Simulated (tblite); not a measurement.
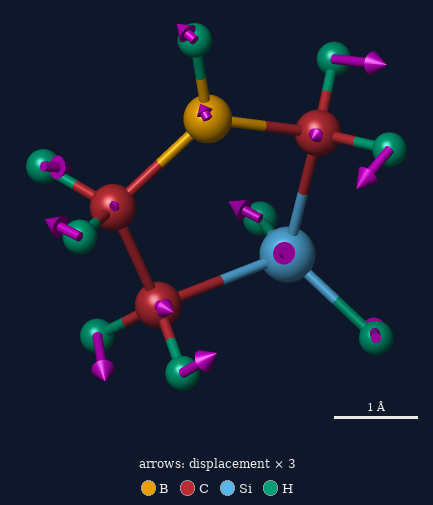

This is a relaxation of C$_{3}$H$_{9}$BSi. The starting structure is drawn; purple arrows show the displacements, magnified 3 times. The two geometries are superimposed by the best rigid fit.

The picture is a ball-and-stick view, seen at a tilt.

Level of theory: GFN2-xTB geometry optimisation, gas phase in tblite. 

Q: Describe the change and its energy.

A: An H atom moves most after the best rigid fit: 0.30 Å. By element the largest moves are H 0.30 Å, Si 0.13 Å, C 0.10 Å, B 0.07 Å. Among the contacts that change: C–Si 1.837 → 1.906 Å, C–Si 1.874 → 1.906 Å, C–H 1.127 → 1.097 Å, B–C 1.590 → 1.574 Å. Bond angles that change, for instance: C–Si–C 99.9° → 93.8°, H–C–H 110.6° → 104.8°, B–C–H 110.1° → 115.4°. After 79 geometry steps the energy has fallen by 0.237 eV. The run took 0.59 s on 1 thread of Arm Neoverse N1, on a shared host.
